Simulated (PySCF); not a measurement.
```xyz
12

C     2.8158   -1.1409    0.3280
C     2.0544   -0.2303    0.1354
Si    0.8573    1.1601   -0.1313
C    -0.8385    0.5701    0.4356
F    -1.2025    1.0030    1.6714
Si   -2.0807   -0.5847   -0.3653
H     3.4882   -1.9344    0.4895
H     1.2728    2.3071    0.6782
H     0.7893    1.4481   -1.5672
H    -3.3791    0.0903   -0.4612
H    -2.2386   -1.7958    0.4465
H    -1.5372   -0.8932   -1.6858
```

Geometry: GFN2-xTB.

Computed with PySCF 2.14.0, density-fitted response routines, UKS B3LYP, pcH-1 on C F H Si, non-relativistic, mean-field spin-orbit, GIAO.

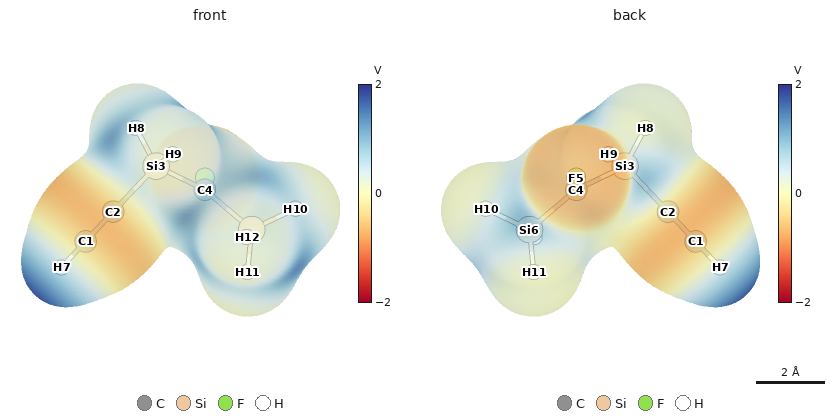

C3H6FSi2 (SMILES C#C[SiH2][C](F)[SiH3]) (doublet). The electrostatic potential painted on the density surface at 0.002 e/bohr³, seen from the front and from behind; red is negative and blue positive.

Question: Which sites attract a positive test charge, and which a negative one?

Answer: A positive charge is drawn to the negative regions and a negative charge to the positive ones. The most negative region (about −0.7 V, or −16 kcal/mol for a unit charge) lies over C1, C2 and F5, the most positive (about +1.7 V, or +39 kcal/mol for a unit charge) over H7.
